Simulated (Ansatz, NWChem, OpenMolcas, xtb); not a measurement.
## Ligand exchange: CH2BrI + HI → CH2I2 + HBr

Species: CH2BrI `BrCI`, singlet; HI, singlet; CH2I2 (diiodomethane) `ICI`, singlet; HBr (hydrogen bromide), singlet. The partners trade Br for I: C–Br and H–I bonds give way to C–I and H–Br.

Shapes, held fixed at every level: PBE0-D4/def2-TZVP. Programs: Ansatz 0.2.0, NWChem 7.3.0, OpenMolcas 26.06, xtb 6.7.1. A level may come from different programs for different species; with the same settings they agree closely. The zero-point and thermal change to 298 K, harmonic and unscaled (PBE0-D4/def2-TZVP), is +0.9 kJ/mol.

```tsv
level	kind	ΔH(298 K) (kJ/mol)	less CCSD(T)/def2-TZVPP
GFN1-xTB	semi-empirical	+30.4	+39.6
HF/def2-SVP	Hartree–Fock	-4.9	+4.3
SPW92/def2-TZVPP	LDA	-6.5	+2.7
PBE-D4/def2-TZVPP	GGA	-8.6	+0.6
r2SCAN-D4/def2-TZVPP	meta-GGA	-8.0	+1.2
wB97M-V/def2-TZVPP	range-separated hybrid	-7.8	+1.4
MP2/def2-SVP	perturbation theory	-10.4	-1.2
CCSD/def2-SVP	coupled cluster or CI	-7.8	+1.4
CCSD(T)/def2-TZVPP	coupled cluster or CI	-9.2	0.0
```

The highest level, CCSD(T)/def2-TZVPP, gives ΔH(298 K) = -9.2 kJ/mol; the levels span -10.4 to +30.4. They disagree on the sign: 1 of 9 are positive. The column of differences is taken from that level and isn't an error. No measured value is set beside it here. For atoms past krypton def2 sets carry core potentials with scalar relativity. Relativity is left out for Br. Outer-core shells of Br, I are correlated, in sets that cover them unevenly.

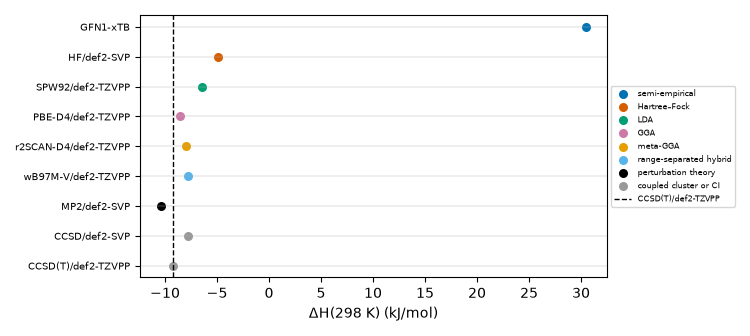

The values of the table, level by level.
